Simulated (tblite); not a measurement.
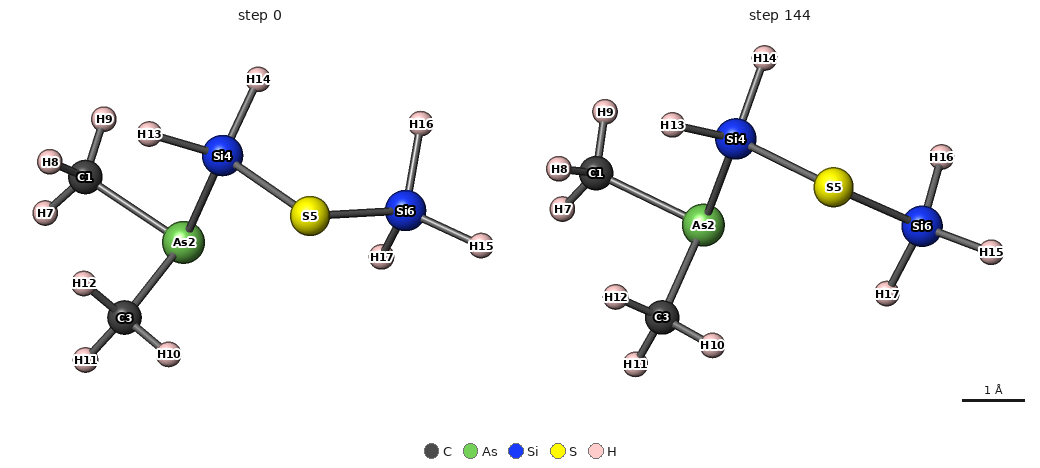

The structure of C$_{2}$H$_{11}$AsSSi$_{2}$ before (left) and after (right) a relaxation, at one scale.

A ball-and-stick model, seen at a tilt.

The calculation used GFN2-xTB geometry optimisation, gas phase (tblite). 

Question: Summarise the run.

Answer: The atom that moves furthest after the best rigid fit is H17 (0.77 Å). Largest moves by element: H 0.77 Å, S 0.47 Å, C 0.32 Å, Si 0.29 Å, As 0.28 Å. Among the contacts that change: C1–H7 1.119 → 1.090 Å, C1–H8 1.111 → 1.089 Å, Si4–H13 1.488 → 1.466 Å, Si6–H16 1.481 → 1.460 Å. Among the angles between lasting bonds that change: Si4–S5–Si6 92.8° → 102.7°, As2–Si4–H13 109.5° → 117.6°, S5–Si4–H13 108.2° → 100.3°. Groups turn about Si4–S5 by about 25°. The energy falls by 20.2 kJ/mol in 144 geometry steps.
